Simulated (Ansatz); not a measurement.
Electronic density of states of amorphous In22WO36, density 6.62 g/cm³, on a 2×2×2 Γ-centred mesh with a Gaussian width of 0.1 eV; energies count from the Fermi level, whose place inside the gap is arbitrary. Cell and mesh are small, so fine structure isn't converged. These are PBE, scalar-relativistic without spin-orbit coupling (plane waves to 420 eV, PAW; Ansatz, a quantum-chemistry and plane-wave program) values and carry that method's errors. Sampling: a 2×2×2 Γ-centred mesh; Fermi-Dirac width 0.02 eV; no spin polarisation. At PBE the levels at the filled edge of the gap are localised (band-tail or defect states).

The cell was made by melting and quenching with the CHGNet potential and then relaxed with DFT. O atoms were pushed apart under 1.9 Å during the dynamics, to hinder bonds among them. The hot cell started wider than the set density and was brought back towards it in steps. It is the lowest in DFT energy of 2 quenches. It is a model cell: composition and starting density were chosen by hand, and all elements were melted together. No dispersion term was used. Its density started from a set value of 6.68 and ended at 6.62 g/cm³. The quench (nominally 51 K/ps over its main leg) was far faster than any real one, so the model tends to hold more defects than a real film. One small periodic cell is one sample of the glass; other quenches scatter about these values. The volume was free in the relaxation, at fixed shape. Stress components on the final sampling reach 2.0 GPa.

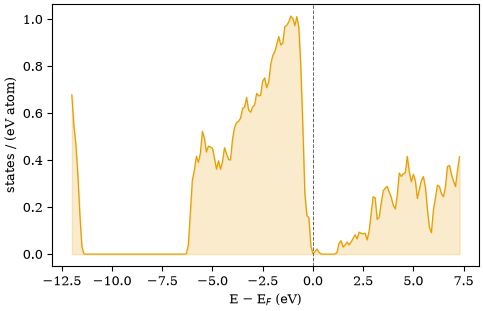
Figure. Density of states per atom

The level gap on this mesh is 0.42 eV; the broadening fills part of it in the curve.
